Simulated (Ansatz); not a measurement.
A series of calculations on CH9PSi

Part 1: Relaxation

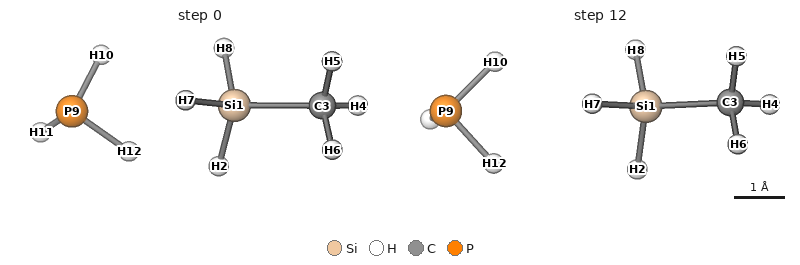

The structure of CH₉PSi before (left) and after (right) a relaxation, at one scale.

A ball-and-stick model, seen at a tilt.

The run prepares an end point of a later path (reaction) calculation, from a guessed geometry.

These are results of RKS PBE-D4/6-31G* (Ansatz), not measurements. Settings: no spin polarisation; force threshold 0.03 eV/Å; at most 50 steps.

Q: Summarise the run.

A: The energy falls by 0.197 eV in 10 accepted moves (12 points after the start). The largest force component goes from 0.63 to 0.023 eV/Å. The line search rejected the trial steps at points 6, 9 of the run. The forces were under the threshold at step 4, but the run went on from there. The largest move after the best rigid fit is that of H12, 0.76 Å. By element the largest moves are H 0.76 Å, P 0.54 Å, Si 0.24 Å, C 0.20 Å. Near-neighbour distances that change, for instance: Si1–H2 1.476 → 1.502 Å, P9–H11 1.446 → 1.437 Å.

Part 2: Relaxation

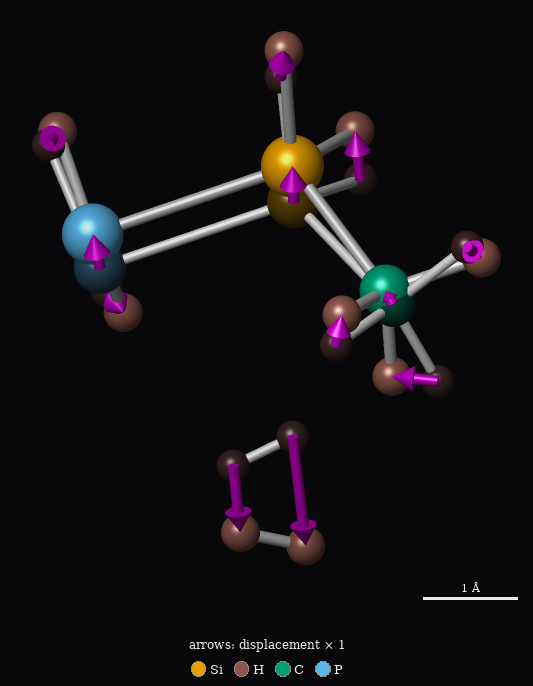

This is a relaxation of CH$_{9}$PSi. The starting structure is drawn faded, the final one solid; purple arrows show the displacements, at their true length. The two geometries are superimposed by the best rigid fit.

A ball-and-stick model, seen at a tilt.

The run prepares an end point of a later path (reaction) calculation, from a guessed geometry.

The calculation used Ansatz 0.2.0, RKS PBE-D4/6-31G*. Settings: no spin polarisation; force threshold 0.03 eV/Å; at most 50 steps.

### What happened in the run?

An H atom moves most after the best rigid fit: 1.29 Å. By element the largest moves are H 1.29 Å, Si 0.44 Å, P 0.41 Å, C 0.17 Å. Some distances before and after: P–Si 2.213 → 2.282 Å, H–H 0.711 → 0.750 Å, C–Si 1.898 → 1.892 Å, H–P 1.433 → 1.438 Å. Bond angles that change, for instance: C–Si–P 114.5° → 109.5°, C–Si–H 107.4° → 110.4°, Si–P–H 97.4° → 94.5°. Groups turn about P–Si by about 35°, C–Si by about 20°. Over 13 accepted moves (14 points after the start) the energy falls by 26.1 kJ/mol. The largest force component goes from 1.4 to 0.016 eV/Å. The line search rejected the trial step at point 6 of the run. The forces were under the threshold at step 10, but the run went on from there. Cost: 36 s on 1 thread of Arm Neoverse V2, on a shared host, peak memory 0.13 GiB.

Limits of the set-up: the start holds two separate molecules, 2.2 Å apart at their closest, whose relative position is a soft coordinate.

Part 3: Path

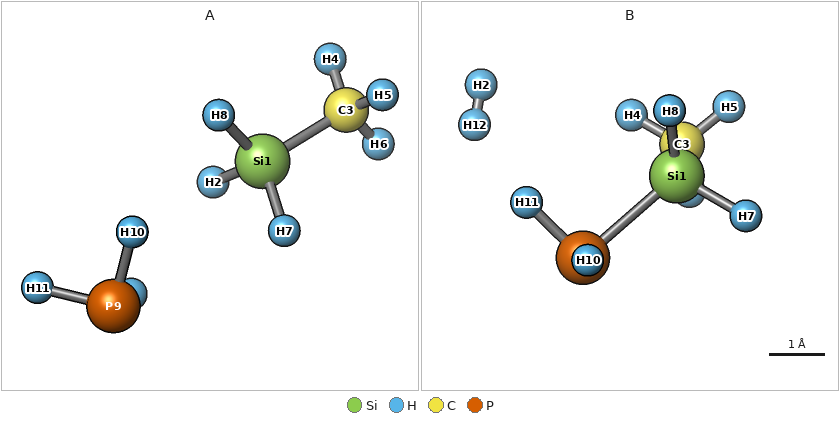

The two relaxed end points of a path for CH$_{9}$PSi, made up at the start of CH6Si and PH3. Style: ball-and-stick. Shown from a free direction.

Computed with Ansatz 0.2.0, RKS PBE-D4/6-31G*.

Run with 5 movable images; climbing image; force threshold 0.05 eV/Å; iteration limit 60.

Start:
```xyz
12

Si    0.4669   -0.1454   -0.0464
H     0.6284   -0.4095    1.4238
C     2.1478    0.0572   -0.8894
H     2.7585   -0.8539   -0.7737
H     2.0255    0.2516   -1.9679
H     2.7074    0.9009   -0.4520
H    -0.3671    1.0944   -0.2024
H    -0.3003   -1.2938   -0.6383
P    -3.3664    0.2578    1.4737
H    -2.8595   -0.5892    0.4298
H    -3.8367   -0.8611    2.2438
H    -2.1040    0.2790    2.1575
```

End:
```xyz
12

Si   -0.5220   -0.0756   -0.9468
H     0.7259   -1.3628    3.0547
C     1.2344    0.2911   -0.3478
H     1.4444   -0.2258    0.6035
H     1.9765   -0.0458   -1.0913
H     1.3740    1.3732   -0.1881
H    -0.7958    0.6445   -2.2374
H    -0.6880   -1.5483   -1.2054
P    -2.0275    0.7249    0.5702
H    -3.1639    0.1153   -0.0646
H    -1.8581   -0.3710    1.4852
H     0.2007   -0.8318    3.1264
```

Predict the minimum-energy path and its barrier.

The highest point, image 3, lies 260.9 kJ/mol above the start and 267.7 kJ/mol above the end; the end is at −6.9 kJ/mol relative to the start. Image 5 lies below both ends, at −7.9 kJ/mol, which points to an intermediate minimum that so few images don't resolve. Breaking: P9–H12 (1.44 → 1.81 at the top → 3.73 Å), Si1–H2 (1.50 → 1.74 at the top → 4.38 Å). Forming: H2–H12 (2.91 → 1.07 at the top → 0.75 Å), Si1–P9 (4.14 → 2.80 at the top → 2.28 Å). The band converged in 29 iterations, with a climbing image at the top. At the top, the vibrational analysis gives one imaginary mode (1447i cm⁻¹), as a transition state must have.

Energies of the converged images:

```tsv
image	path (Å)	E (kJ/mol)
0	0.00	0.0
1	2.25	-0.4
2	4.50	2.9
3	6.75	260.9
4	9.51	-7.3
5	12.26	-7.9
6	15.02	-6.9
```

The geometry at the top of the path:

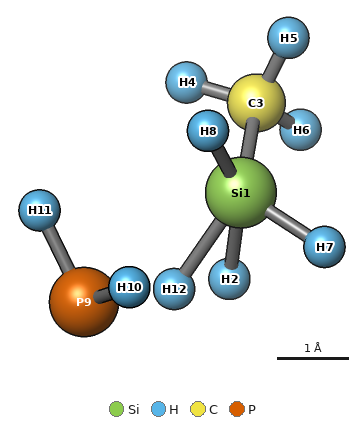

Limits of the set-up: the start holds two separate molecules, 2.9 Å apart at their closest, whose relative position is a soft coordinate.

The run took 5.1 min on 1 thread of Arm Neoverse V2 (shared host), peak memory 0.12 GiB.
